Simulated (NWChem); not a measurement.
**CHClF2 (difluorochloromethane): levels of theory compared**

We compute a comparison of 6 runs (HF/3-21G, wB97X/cc-pVDZ, B3LYP/6-31G*, PBE0/def2-SVP, TPSSh/6-311G**) of CHClF2 (difluorochloromethane). 

Program for the calculation: NWChem 7.3.0.

1 further run of the same task is left out (set aside as unsound or not needed).

### Step 1. The system as given

CHClF2: 5 atoms, total charge 0, spin state singlet. As SMILES, `FC(F)Cl`. The coordinates come from a PBE0-D4/def2-TZVP relaxation.

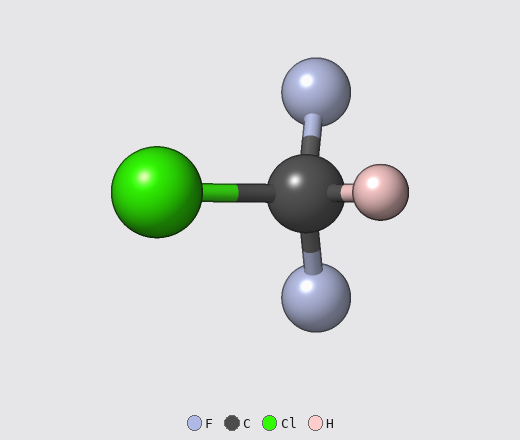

Viewed from a chosen angle; fluorine light blue, carbon dark grey, chlorine green, hydrogen pink.

### Step 2. Energy and forces at HF/3-21G (run 1)

chclf2.nw reads:

```
start chclf2
title "CHClF2"
memory total 2200 mb

geometry units angstrom noautosym nocenter noautoz
  F     0.038900   -0.568100    1.222300
  C     0.109400    0.023600    0.028300
  F     0.844200   -0.745900   -0.776900
  Cl   -1.511000    0.208900   -0.640800
  H     0.568600    1.007800    0.125800
end

basis spherical bse
  F library 3-21G
  C library 3-21G
  Cl library 3-21G
  H library 3-21G
end

scf
  singlet
  rhf
  thresh 1e-08
  maxiter 80
  print low
end

task scf gradient
```

Run with:

```
$ nwchem chclf2.nw > chclf2.out
```

What it wrote:

```text
[...]
  functions       =    42
[...]
  wavefunction    = RHF
[...]
         Total SCF energy =   -693.310614166096
      One-electron energy =  -1295.784825168258
      Two-electron energy =    434.067453843199
 Nuclear repulsion energy =    168.406757158964
        Time for solution =      0.5s
[...]
                         RHF ENERGY GRADIENTS
    atom               coordinates                        gradient
                 x          y          z           x          y          z
   1 F       0.073510  -1.073553   2.309812    0.004375   0.008076  -0.018428
   2 C       0.206736   0.044598   0.053479   -0.039172  -0.028689  -0.013324
   3 F       1.595307  -1.409547  -1.468128   -0.009078   0.011087   0.014914
   4 Cl     -2.855376   0.394764  -1.210936    0.034355  -0.003934   0.014192
   5 H       1.074498   1.904466   0.237728    0.009520   0.013460   0.002645
 Task  times  cpu:        0.8s     wall:        0.8s
 Total times  cpu:        0.8s     wall:        0.8s
```

Wall time 1.4 s (1 thread of Intel Xeon 6975P-C (Granite Rapids), shared host); peak memory 0.099 GiB.

### Step 3. Energy and forces at wB97X/cc-pVDZ (run 2)

chclf2.nw reads:

```
start chclf2
title "CHClF2 wB97X"
memory total 2200 mb
charge 0

geometry noautosym nocenter noautoz
  F     0.038900   -0.568100    1.222300
  C     0.109400    0.023600    0.028300
  F     0.844200   -0.745900   -0.776900
  Cl   -1.511000    0.208900   -0.640800
  H     0.568600    1.007800    0.125800
end

basis spherical bse
  * library cc-pVDZ
end

dft
  xc wb97x
  mult 1
  grid xfine
  convergence energy 1e-08
  maxiter 100
  mulliken
  print low
end

task dft gradient
```

Run with:

```
$ nwchem chclf2.nw > chclf2.out
```

What it wrote:

```text
[...]
 d= 0,ls=0.0,diis     1   -698.4034690495 -8.67D+02  1.54D-02  1.27D+00     3.1
[...]
 d= 0,ls=0.0,diis     9   -698.5445716050 -7.26D-09  2.22D-06  1.01D-08    25.7
         Total DFT energy =     -698.544571605012
      One electron energy =    -1300.600110007243
           Coulomb energy =      488.609659522974
    Exchange-Corr. energy =      -54.960878279707
 Nuclear repulsion energy =      168.406757158964
[...]
      Total Density - Mulliken Population Analysis
     ---------------------------------------------
    Atom       Charge   Shell Charges
 -----------   ------   -------------------------------------------------------
    1 F    9     9.15   2.01  0.90  0.98  3.34  1.92  0.01
    2 C    6     5.67   2.01  0.72  0.31  1.89  0.49  0.25
    3 F    9     9.15   2.01  0.90  0.98  3.34  1.92  0.01
    4 Cl  17    17.10   2.00  2.03  0.94  0.95  6.00  3.11  2.03  0.04
    5 H    1     0.93   0.76  0.14  0.03
[...]
                         DFT ENERGY GRADIENTS
    atom               coordinates                        gradient
                 x          y          z           x          y          z
   1 F       0.073510  -1.073553   2.309812    0.001029   0.002336  -0.005032
   2 C       0.206736   0.044598   0.053479    0.000060  -0.000185  -0.000035
   3 F       1.595307  -1.409547  -1.468128   -0.002612   0.003170   0.003969
   4 Cl     -2.855376   0.394764  -1.210936    0.003488  -0.000189   0.001428
   5 H       1.074498   1.904466   0.237728   -0.001965  -0.005133  -0.000330
 Task  times  cpu:       34.5s     wall:       34.5s
 Total times  cpu:       34.5s     wall:       34.5s
```

Run time: 35 s. Hardware: 1 thread of Intel Xeon 6975P-C (Granite Rapids), shared host; peak memory 0.13 GiB.

Runs 3 to 5 aren't shown in full; the table further down has their settings and results.

### Step 4. Energy and forces at TPSSh/6-311G(d,p) (run 6)

chclf2.nw reads:

```
start chclf2
title "CHClF2 gradient"
memory 2200 mb

geometry noautosym nocenter noautoz
   F        0.038900      -0.568100       1.222300
   C        0.109400       0.023600       0.028300
   F        0.844200      -0.745900      -0.776900
   Cl      -1.511000       0.208900      -0.640800
   H        0.568600       1.007800       0.125800
end

basis spherical bse
   F library 6-311G**
   C library 6-311G**
   Cl library 6-311G**
   H library 6-311G**
end

dft
   xc xctpssh
   grid xfine
   convergence energy 1e-08
   iterations 100
   mulliken
end

task dft gradient
```

Run with:

```
$ nwchem chclf2.nw > chclf2.out
```

What it wrote:

```text
[...]
          Wavefunction type:  closed shell.
          No. of atoms     :     5
          No. of electrons :    42
[...]
          Charge           :     0
          Spin multiplicity:     1
[...]
          AO basis - number of functions:    86
[...]
              XC Information
              --------------
                  TPSS hybrid Method XC Functional
                     Hartree-Fock (Exact) Exchange  0.100
                  TPSS metaGGA Exchange Functional  0.900
             TPSS03 metaGGA Correlation Functional  1.000
[...]
 d= 0,ls=0.0,diis     1   -698.5185075987 -8.67D+02  1.50D-02  1.72D+00     1.8
[...]
 d= 0,ls=0.0,diis     8   -698.6714407903 -9.36D-09  3.74D-06  2.30D-07    12.8
         Total DFT energy =     -698.671440790314
      One electron energy =    -1300.573385361684
           Coulomb energy =      488.521646811205
    Exchange-Corr. energy =      -55.026459398799
 Nuclear repulsion energy =      168.406757158964
[...]
      Total Density - Mulliken Population Analysis
     ---------------------------------------------
    Atom       Charge   Shell Charges
 -----------   ------   -------------------------------------------------------
    1 F    9     9.18   1.08  0.92  1.18  1.10  2.34  0.85  1.72  0.01
    2 C    6     5.69   1.11  0.89  0.55  0.81  1.47  0.23  0.42  0.22
    3 F    9     9.18   1.08  0.92  1.18  1.10  2.34  0.85  1.72  0.01
    4 Cl  17    17.09   0.78  1.19  0.90  1.09  1.02  1.02  7.42 -1.51  1.07  3.02  1.09  0.03
    5 H    1     0.85   0.28  0.50  0.05  0.02
[...]
  wavefunction    = closed shell
                         DFT ENERGY GRADIENTS
    atom               coordinates                        gradient
                 x          y          z           x          y          z
   1 F       0.073510  -1.073553   2.309812    0.000955   0.004595  -0.009807
   2 C       0.206736   0.044598   0.053479   -0.005833  -0.010576  -0.001477
   3 F       1.595307  -1.409547  -1.468128   -0.005811   0.006116   0.006956
   4 Cl     -2.855376   0.394764  -1.210936    0.010024  -0.001110   0.004142
   5 H       1.074498   1.904466   0.237728    0.000665   0.000975   0.000186
[...]
```

Wall time 19 s (1 thread of Intel Xeon 6975P-C (Granite Rapids), shared host); peak memory 0.13 GiB.

### Step 5. The series

```tsv
run	level	iteration cap	module	energy (Eh)	largest force (eV/Å)	wall time
1	HF/3-21G	80	scf	-693.310614	2.589	1.4 s
2	wB97X/cc-pVDZ	100	dft	-698.544572	0.294	35 s
3	B3LYP/6-31G* (spherical functions)	100	dft	-698.565329	0.677	11 s
4	PBE0/def2-SVP	100	dft	-697.873535	0.609	9.9 s
5	B3LYP/6-31G* (Cartesian functions)	100	dft	-698.571467	0.699	11 s
6	TPSSh/6-311G**	100	dft	-698.671441	0.626	19 s
```

### Step 6. Outcome

| quantity | value |
| --- | --- |
| run 6: total energy | -698.67144 Eh |
| run 6: dipole moment | 1.52 D |
| run 6: HOMO energy | -8.84 eV |
| run 6: LUMO energy | -0.05 eV |
| run 6: HOMO–LUMO gap | 8.79 eV |
| run 6: largest force on an atom | 0.626 eV/Å |

What this shows: Over runs 3, 4, 5, 6 the dipole moment (its size) runs from 1.40 D (B3LYP/6-31G*) to 1.52 D (TPSSh/6-311G**). The two ends differ in method and basis. Over runs 3, 4, 5, 6 the HOMO–LUMO gap runs from 8.79 eV (TPSSh/6-311G**) to 10.56 eV (PBE0/def2-SVP). Totals of different functionals can't be ranked against each other. All runs together took 88 s, the longest 35 s.
